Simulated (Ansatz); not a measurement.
The starting structures come from a database of crystals and need not be the phases stable at ambient conditions.

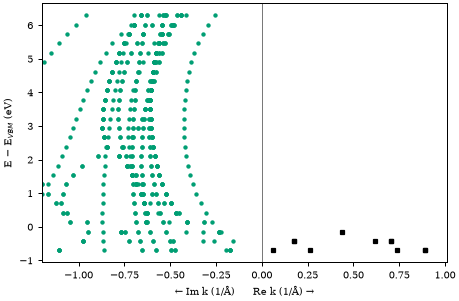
*Complex bands at the centre of the two-dimensional zone; r2SCAN (Ansatz, a quantum-chemistry and plane-wave program)*

The gap is the functional's own, uncorrected, and κ follows it; spin-orbit coupling is left out. Mid-gap means the computed energy nearest the middle.

### Question
This is HfSiO₄ (I4_1/amd, 12 atoms a cell, 10.7 Å³ an atom, 2 GPa at this level) along the normal of (001). Read off the slowest decay at the centre of the two-dimensional zone at 2.94 eV, the computed energy nearest the middle of the gap.

### Answer
κ ≈ 0.43 1/Å, a decay length 1/(2κ) of the density of 1.2 Å.
